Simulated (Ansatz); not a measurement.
**Abstraction of F: InHF2 + SiH3 → InHF + SiH3F**

Species: InHF2 `[F][InH][F]`, singlet; SiH3 (silyl radical) `[SiH3]`, doublet; InHF `[F][InH]`, doublet; SiH3F `F[SiH3]`, singlet. A radical takes F: the energy is the difference in strength between the In–F bond broken and the Si–F bond made.

Shapes, held fixed at every level: PBE0-D4/def2-TZVP. Programs: Ansatz 0.2.0. The zero-point and thermal change to 298 K, harmonic and unscaled (PBE0-D4/def2-TZVP), is +4.1 kJ/mol.

```tsv
level	kind	ΔH(298 K) (kJ/mol)	less CCSD(T)/def2-TZVPP
SPW92/def2-TZVPP	LDA	-161.2	-2.7
r2SCAN-D4/def2-TZVPP	meta-GGA	-155.4	+3.1
BHLYP-D4/def2-TZVPP	global hybrid	-172.4	-13.9
r2SCAN0-D4/def2-TZVPP	global hybrid	-161.0	-2.5
wB97M-V/def2-TZVPP	range-separated hybrid	-164.2	-5.7
B2PLYP/def2-TZVPP	double hybrid	-165.7	-7.2
CCSD/def2-SVP	coupled cluster or CI	-138.2	+20.3
CCSD(T)/def2-TZVPP	coupled cluster or CI	-158.5	0.0
```

The highest level, CCSD(T)/def2-TZVPP, gives ΔH(298 K) = -158.5 kJ/mol; the levels span -172.4 to -138.2. The column of differences is taken from that level and isn't an error. No measured value is set beside it here. Open shells run unrestricted unless RO is named. For atoms past krypton def2 sets carry core potentials with scalar relativity. Correlated rows may include outer-core shells of In, which these sets cover unevenly.

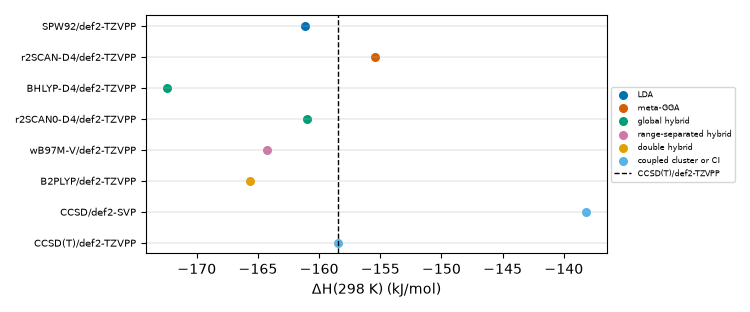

The values of the table, level by level.
